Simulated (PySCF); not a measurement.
C₃H₁₁AsN₂SSi₂, SMILES CS[Si@@H](N)[AsH][SiH2]CC#N, geometry in Å:

```xyz
20

C     -3.4704     1.5340    -0.8059
S     -3.3673     0.5442     0.7195
Si    -1.5342    -0.5104     0.3701
N     -1.4436    -1.5450    -1.0176
As     0.2447     1.0088    -0.0022
Si     1.7425    -0.8127    -0.1325
C      3.4760    -0.2330     0.4379
C      3.9645     0.9013    -0.3167
N      4.3179     1.8107    -0.9414
H     -4.4001     2.1152    -0.7479
H     -3.5123     0.8897    -1.6954
H     -2.6218     2.2283    -0.8903
H     -1.3924    -1.3480     1.5947
H     -2.0411    -2.3641    -1.0754
H     -1.3061    -1.1364    -1.9362
H      0.4673     1.2027     1.4935
H      1.8366    -1.2523    -1.5536
H      1.3846    -1.9734     0.7377
H      4.1809    -1.0755     0.3416
H      3.4249     0.0295     1.5075
```

Simulated rotational absorption lines between 2 and 20 GHz at 1.5 K: rigid rotor with the equilibrium constants and dipole of one optimised conformer (PBE0-D3(BJ)/def2-SVP, PySCF), commonest isotopes; no centrifugal distortion, hyperfine structure, internal rotation or nuclear-spin weights; lines within 1 MHz of each other are summed.

**What are the rotational constants, and what kind of rotor is it?**

Rotational constants A, B, C = 1.686, 0.3493, 0.3157 GHz; Ray's κ = −0.95, a near-prolate asymmetric top.

**Which dipole components drive the lines?**

|μa|, |μb|, |μc| = 2.32, 3.31, 0.31 D; b-type lines carry 79 % of the intensity in this range.

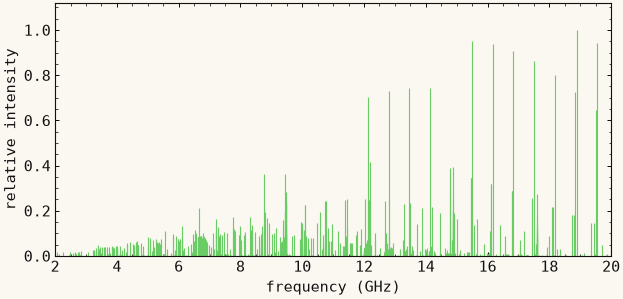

Note: coarse grid, loose stop and no frequency check, small forces are noise and the end may be a saddle.
